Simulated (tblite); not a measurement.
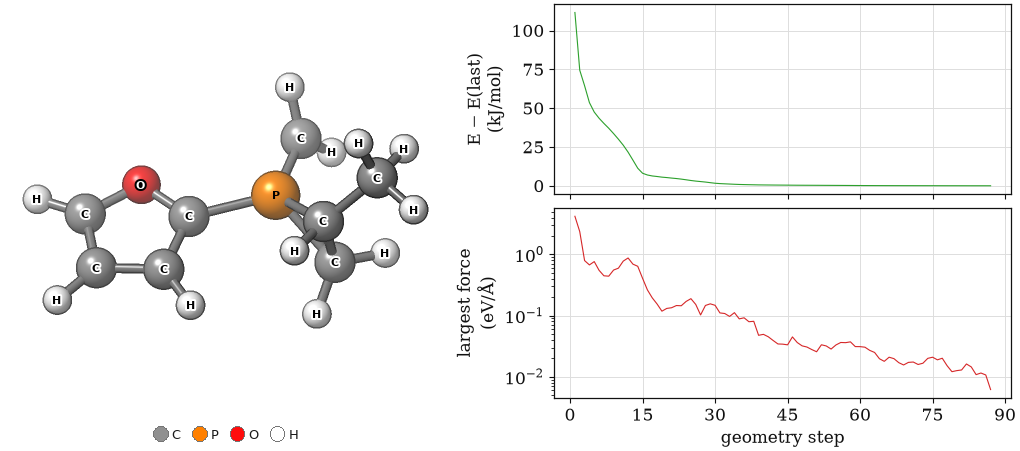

Beside the plot: the molecule at the start.

History of a geometry optimisation.

The run: C$_{8}$H$_{11}$OP (SMILES C=[P@@]1(c2ccco2)C[C@H]1C), by GFN2-xTB geometry optimisation, gas phase (tblite 0.8.0).

### How did the optimisation end?

The optimisation met its thresholds at geometry 87, counting the start as the first. The energy fell by about 110 kJ/mol from the first step to the last. The largest force goes from about 4.2 eV/Å at the start to 6 × 10⁻³ eV/Å at the end.
